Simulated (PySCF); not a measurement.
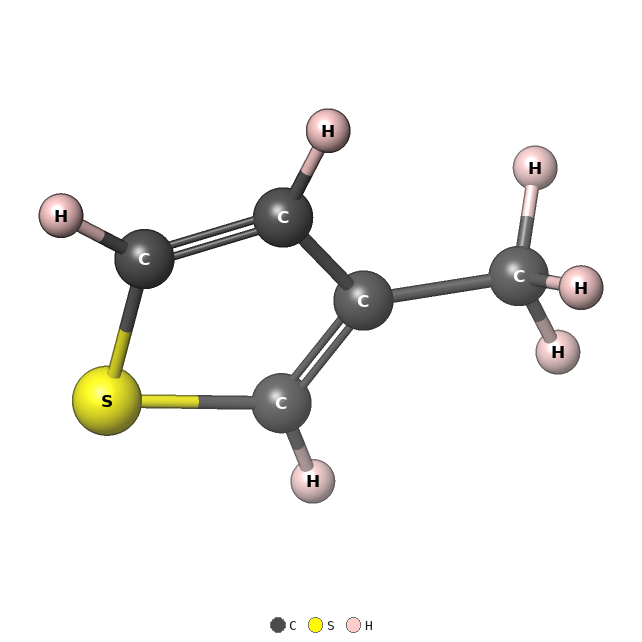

Atoms fade into the background with distance from the viewer. The computed structure is the end point of a GFN2-xTB optimisation. No frequency run is at hand to confirm it as a minimum.

> List the symmetry elements and name the point group.

It has 1 mirror plane, so the point group is Cs. The group has 2 operations. The geometry is achiral, and symmetry allows a dipole moment.
